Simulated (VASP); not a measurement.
Band structure of La₂O₃ (a-type). All values below come from RPBE GGA, VASP's PBE PAW potentials (set 64) (plane waves; VASP 6.6.1).

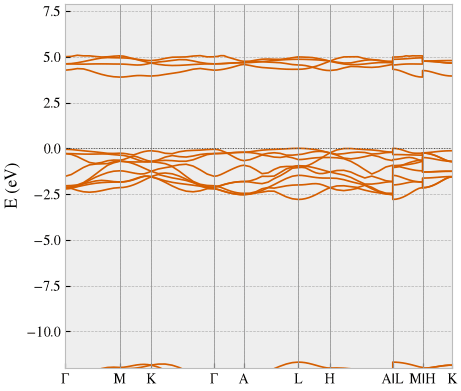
Fig. 1. Bands along high-symmetry lines, zero at the valence-band maximum or, without a gap, the Fermi level

Question: Read the plot: is there a gap, and where are the band edges?

Answer: The gap is indirect, 3.89 eV, from the valence maximum at L to the conduction minimum at M. (Edges off the drawn lines would not show.)

The compound is La2O3 in the a-type structure. It was relaxed first.
